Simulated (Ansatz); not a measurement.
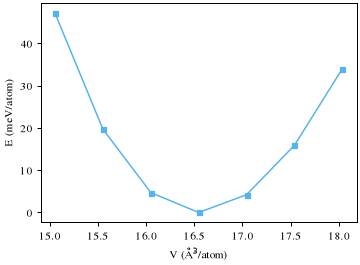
Figure. ZnS (NiAs type, P6_3/mmc) under volume change, HSE06 in the plane-wave PAW code Ansatz, shape and atoms relaxed at each volume.

Task: What does a third-order Birch–Murnaghan fit give for V₀, B₀ and B′?

Result: V₀ = 16.55 Å³/atom, B₀ = 95.0 GPa, B′ = 4.4.

The cell is a constructed one: a structure type filled with these elements; neither database checked (COD, Materials Project) lists it. It is not the phase usual at ambient conditions (space group No. 186, 216). The cell was relaxed with HSE06 under the symmetry of its start; whether a distortion lowers the energy is not shown.

Potentials: the later of the program's two PAW sets.
